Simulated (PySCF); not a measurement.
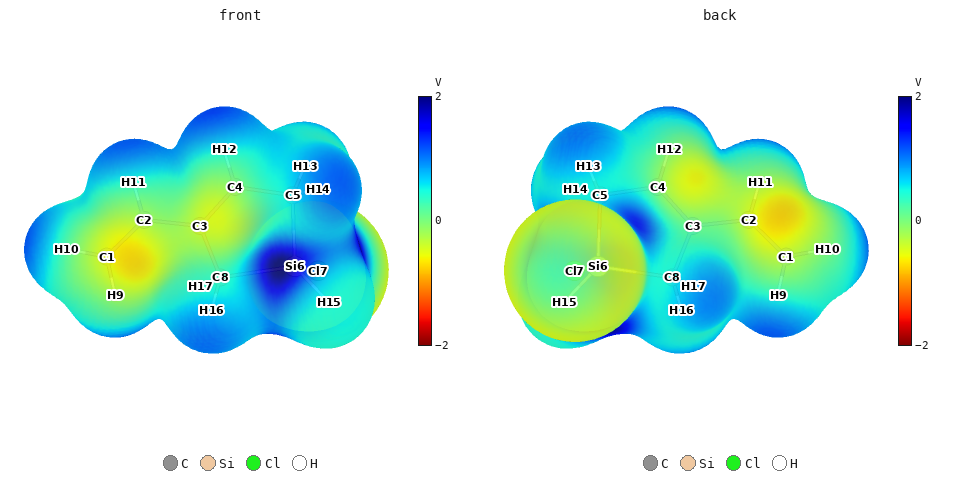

C$_{6}$H$_{9}$ClSi. The electrostatic potential painted on the density surface at 0.004 e/bohr³, seen from the front and from behind; the colour scale runs from red (negative) to blue (positive).

Geometry: GFN2-xTB.

The calculation used PySCF, PBE0/pcSseg-1, SCF density, gas phase, non-relativistic.

```yaml
atoms:
  - { symbol: C, position_ang: [2.7926, -0.1305, -0.6634] }
  - { symbol: C, position_ang: [1.7381, -0.8897, -0.3846] }
  - { symbol: C, position_ang: [0.4095, -0.4072, -0.0601] }
  - { symbol: C, position_ang: [-0.6059, -1.2356, 0.1994] }
  - { symbol: C, position_ang: [-1.9610, -0.6809, 0.5131] }
  - { symbol: Si, position_ang: [-1.7157, 1.2095, 0.4500] }
  - { symbol: Cl, position_ang: [-2.8325, 2.0974, -0.9835] }
  - { symbol: C, position_ang: [0.1271, 1.0752, -0.0163] }
  - { symbol: H, position_ang: [2.7459, 0.9451, -0.6702] }
  - { symbol: H, position_ang: [3.7493, -0.5638, -0.9001] }
  - { symbol: H, position_ang: [1.8421, -1.9680, -0.3953] }
  - { symbol: H, position_ang: [-0.4842, -2.3096, 0.1826] }
  - { symbol: H, position_ang: [-2.6895, -1.0511, -0.2120] }
  - { symbol: H, position_ang: [-2.2947, -1.0426, 1.4872] }
  - { symbol: H, position_ang: [-1.9722, 1.8913, 1.7178] }
  - { symbol: H, position_ang: [0.7859, 1.5511, 0.7106] }
  - { symbol: H, position_ang: [0.3581, 1.5216, -0.9851] }
```

Q: Where is the surface potential most negative and most positive?

A: The most negative region (about −0.7 V) lies over the π face of C1 and C2, the most positive (about +1.9 V) over Si6. Cl7 shows a σ-hole: about +0.2 V at the tip opposite its bond, against about −0.4 V on its flanks.
